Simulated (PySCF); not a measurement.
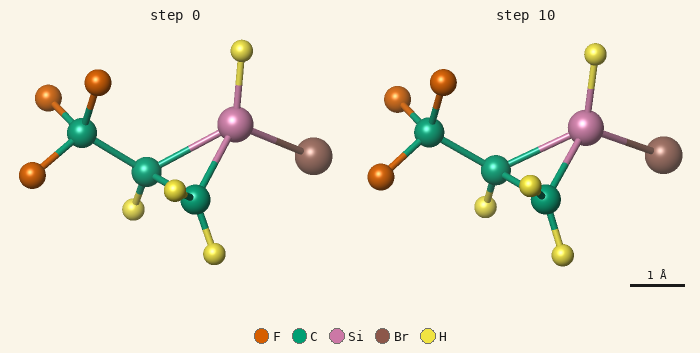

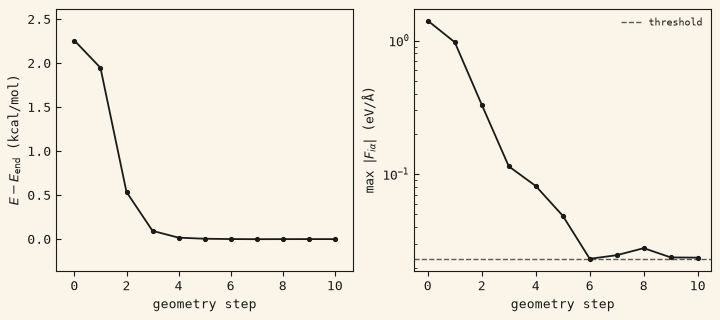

First and last geometry of a relaxation of C3H4BrF3Si, with the history of the run. The picture is a ball-and-stick view, seen at a tilt.

The start comes from GFN2-xTB.

Level of theory: PBE0-D3(BJ)/def2-SVP geometry optimisation, gas phase (PySCF 2.14.0, density-fitted response routines). 

Did the run converge, and what did it change?

It converged. An H atom moves most after the best rigid fit: 0.14 Å. By element the largest moves are H 0.14 Å, F 0.09 Å, Si 0.07 Å, Br 0.07 Å, C 0.05 Å. Some distances before and after: H–Si 1.436 → 1.476 Å, C–Si 1.873 → 1.844 Å, C–Si 1.887 → 1.859 Å, C–H 1.082 → 1.094 Å. Among the angles between lasting bonds that change: Si–C–H 124.4° → 117.4°, C–C–Si 117.3° → 122.6°, C–Si–H 126.9° → 122.0°. After 10 geometry steps the energy has fallen by 2.26 kcal/mol. The largest force component goes from 1.4 to 0.024 eV/Å. The run took roughly 70 core-seconds on a shared host.
